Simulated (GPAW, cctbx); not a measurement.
## (CdO)2(NaF)2: deformation density and structure factors from DFT

Question: by how much does bonding change the X-ray structure factors of (CdO)2(NaF)2, and what does a routine refinement make of it?

The cell is a (CdO)2(NaF)2 superlattice along [001] of the rock-salt type, started at the mean lattice constant and relaxed freely, with no substrate. All numbers below are calculated.

## 1. Relax the structure

The density hangs on the geometry, so cell and atoms are relaxed first, with the symmetry held. The cutoff is set higher than for the density because stress converges slowly with plane waves.

Settings: GPAW 26.7.0, PBE, 900 eV, 7×7×3 k-points (along the axes of the calculation cell), Fermi–Dirac width 0.05 eV, BFGS to 0.03 eV/Å.

```text
cell
1.0
     3.351686143    0.000000000    0.000000000
     0.000000000    3.351686143    0.000000000
     0.000000000    0.000000000    9.480000000
Cd O Na F
2 2 2 2
Direct
0.500000000 0.000000000 0.875000000
0.000000000 0.500000000 0.125000000
0.000000000 0.500000000 0.875000000
0.500000000 0.000000000 0.125000000
0.500000000 0.000000000 0.375000000
0.000000000 0.500000000 0.625000000
0.000000000 0.500000000 0.375000000
0.500000000 0.000000000 0.625000000
```

```console
$ OMP_NUM_THREADS=1 mpirun -n 4 gpaw python run.py > gpaw.log
```

```text
BFGS:    0      -33.137515        0.500745
BFGS:    1      -33.151323        0.399883
BFGS:    2      -33.183726        0.138262
BFGS:    3      -33.185147        0.135251
...
BFGS:   14      -33.207771        0.040019
BFGS:   15      -33.208088        0.035570
BFGS:   16      -33.208680        0.028323
cell  3.2979 3.2979 9.6931  90.00 90.00 90.00
volume 105.421 A^3, largest force 0.028 eV/A, largest stress 0.31 GPa
```

After 16 steps the volume has changed by -1.0 % and the energy by -0.071 eV; the largest stress left is 0.31 GPa. It took 5.8 min on 4 cores of Arm Neoverse V2 (shared host), peak memory 1.6 GiB.

Relaxed structure: P4/nmm (no. 129, origin choice 1), a = 3.2979 Å, b = 3.2979 Å, c = 9.6931 Å, α = 90.00°, β = 90.00°, γ = 90.00°.

```csv
atom,mult.,x,y,z
Cd1,2,1/2,0,0.8784
Na1,2,1/2,0,0.3764
F1,2,0,1/2,0.3812
O1,2,0,1/2,0.8730
```

## 2. Density and charge transfer

X-rays see the whole electron density, so the PAW density is rebuilt with its core regions. Subtracting spherical free atoms from the same code cancels the cores and leaves the deformation density Δρ, the part due to bonding.

Settings: PBE, 550 eV, 8×8×3 k-points (along the axes of the calculation cell), Fermi–Dirac width 0.05 eV; primitive cell of 8 atoms.

```console
$ OMP_NUM_THREADS=1 mpirun -n 4 gpaw python run.py > gpaw.log
```

```text
|iter:   1|       0s |  -37.590086 | -0.53 |       |
|iter:   2|       1s |  -36.173859 | -1.89 | -1.02 |
|iter:   3|       3s |  -32.686603 | -0.68 | -1.08 |
...
|iter:   8|      11s |  -32.639631c| -5.58 | -3.30 |
|iter:   9|      13s |  -32.639639c| -6.71 | -3.88 |
|iter:  10|      15s |  -32.639640c| -7.67c| -4.41c|
```

```text
grid (36, 36, 108)  electrons 152.000  moved by bonding 1.888 e
deformation density beyond 0.5 A of the nuclei: max 0.195, min -0.090 e/A^3
atom        x       y       z   Voronoi charge  moment
Cd1    0.5000  0.0000  0.8784      0.480       0.00
Cd2    0.0000  0.5000  0.1216      0.480       0.00
Na3    0.5000  0.0000  0.3764      0.232       0.00
Na4    0.0000  0.5000  0.6236      0.232       0.00
F 5    0.0000  0.5000  0.3812     -0.281       0.00
F 6    0.5000  0.0000  0.6188     -0.281       0.00
O 7    0.0000  0.5000  0.8730     -0.431       0.00
O 8    0.5000  0.0000  0.1270     -0.431       0.00
mean inner potential of superposed free atoms 16.008 V
total magnetic moment 0.000 muB
```

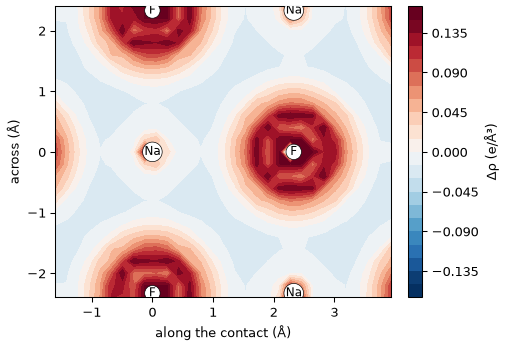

Deformation density in a plane through the shortest contact of the Na atom at the origin; red gains electrons, blue loses them.

O gains most (-0.43 e) and Cd loses most (+0.48 e), which isn't the order of electronegativity: valence and coordination count too, and Voronoi cells cut space at the midplane whatever the atoms' sizes. Such charges fall far short of formal ones, since overlapping free atoms already put density on their neighbours. Along the shortest contact from the Na atom at the map's origin, Na–F at 2.33 Å, Δρ is +0.01 e/Å³ at the midpoint and highest, +0.15, 1.72 Å from Na (points within 0.5 Å of a nucleus left out): little piles up between the atoms, as in an ionic contact (the run has a band gap). At the midpoints of other shortest contacts it is 0.00 (Cd–O, 2.33 Å), +0.01 (Na–O, 2.42 Å), -0.03 (Cd–F, 2.52 Å) and -0.02 (F–F, 3.28 Å) e/Å³. Point values carry grid noise of about 0.01 e/Å³. The run needed 10 iterations, 22 s.

## 3. From the density to structure factors

The Fourier components of Δρ, added to those of the free atoms, give the static X-ray structure factors; the Mott–Bethe relation turns them into the Fourier components V of the potential that fast electrons feel.

```text
static structure factors of the conventional cell: F in electrons, V (Mott-Bethe) in volts
   h  k  l      d  |F| table  |F| free   |F| DFT   change   |V| free  |V| DFT  change %
   0  0  1  9.6931    50.815    50.851    50.718   -0.133     3.006    3.550     18.1
   0  0  2  4.8465     5.069     5.070     5.092    0.022     0.415    0.393     -5.3
   0  0  3  3.2310    42.750    42.754    42.760    0.005     2.748    2.746     -0.1
   1  0  1  3.1221    45.725    45.727    45.470   -0.257     2.554    2.663      4.3
   1  0  2  2.7265    71.152    71.210    69.996   -1.213     4.124    4.516      9.5
   0  0  4  2.4233   117.373   117.047   118.081    1.034     8.770    8.506     -3.0
   1  1  0  2.3320   116.104   115.769   116.802    1.033     8.566    8.322     -2.9
   1  0  3  2.3080    48.058    48.009    48.117    0.108     2.640    2.615     -0.9
   1  1  1  2.2673    41.027    41.020    41.074    0.054     2.362    2.350     -0.5
   1  1  2  2.1014     4.095     4.084     4.112    0.028     0.267    0.262     -2.0
   1  0  4  1.9528     5.315     5.311     5.289   -0.022     0.278    0.282      1.3
   0  0  5  1.9386    41.002    41.000    40.949   -0.051     2.151    2.159      0.4
   1  1  3  1.8909    36.032    36.022    36.115    0.093     1.988    1.973     -0.7
   1  1  4  1.6803    98.632    98.384    98.745    0.361     6.507    6.463     -0.7
```

The largest X-ray change is -1.21 e on 102, 1.7 % of |F|. For electrons V goes as (Z − F)/g², so a change of F counts against Z − F, which is small at low angle and wherever the atoms' terms cancel: |V| of 001 moves by +18.1 % (3.01 to 3.55 V) against -0.3 % in |F|. The tabulated Hartree–Fock atoms differ from the free DFT atoms by up to 0.33 e, so the choice of reference atom matters too.

## 4. Refining ordinary atoms against data with bonding

Routine crystallography fits spherical atoms. To see the bias, intensities are simulated from tabulated atoms plus the DFT change ΔF, so that bonding alone can misfit (3522 reflections of the full sphere, merged to the counts below, to 0.5 Å, 0.5 % proportional noise plus counting noise, assumed isotropic U as listed, Δρ smeared by the mean U) and refined with cctbx over different ranges.

| range | data | R1 | GooF | U Cd1 (true 0.0082) | U Na1 (true 0.0133) | U F1 (true 0.014) | U O1 (true 0.0143) | largest shift (Å) | Δρ max, min (e/Å³) |
| --- | --- | --- | --- | --- | --- | --- | --- | --- | --- |
| all data | 318 | 0.0040 | 1.24 | 0.0082 | 0.0133 | 0.0139 | 0.0142 | 0.0010 | 0.28, -0.29 |
| low resolution, d > 0.84 | 79 | 0.0037 | 1.90 | 0.0083 | 0.0136 | 0.0140 | 0.0142 | 0.0012 | 0.18, -0.15 |
| high order, d < 0.75 | 209 | 0.0040 | 0.92 | 0.0082 | 0.0132 | 0.0138 | 0.0142 | 0.0013 | 0.15, -0.22 |
| occupancies free, d > 0.7 | 132 | 0.0035 | 1.37 | 0.0083 | 0.0131 | 0.0150 | 0.0156 | 0.0008 | 0.17, -0.19 |

With all data GooF is 1.24, diluted by the many high-angle data; the misfit shows at low resolution; the top residual peak lies 0.53 Å from O and 1.88 Å from Cd. No U is off by more than 3 s.u. at low resolution. With Cd1 held at 1 and the scale free, the other occupancies refine to Na1 0.995(0.004), F1 1.023(0.005) and O1 1.030(0.006), on sites that are all full: they absorb part of the misfit, and only ratios to the fixed site mean anything.

## 5. Answer

Bonding moves 1.89 e in the primitive cell of (CdO)2(NaF)2 and changes the structure factors of the conventional cell in the table above by at most 1.21 e (102, 1.7 %). The shortest bond, Na–F, has Δρ = +0.01 e/Å³ at its midpoint, which with the charge transfer marks a mainly ionic contact. With all data GooF is 1.24, diluted by the many high-angle data. Limits: static density, frozen cores, no spin–orbit coupling.

[Outputs are excerpts: Python notices, other lines and further rows are left out; steps that failed or that the build refused (PBEsol, TPSS) are not shown.]

[Logs are printed without paths, hosts, clocks, repeated set-up lines and the standing remarks that a program may print on its own settings, such as how far it seeks lower states.]
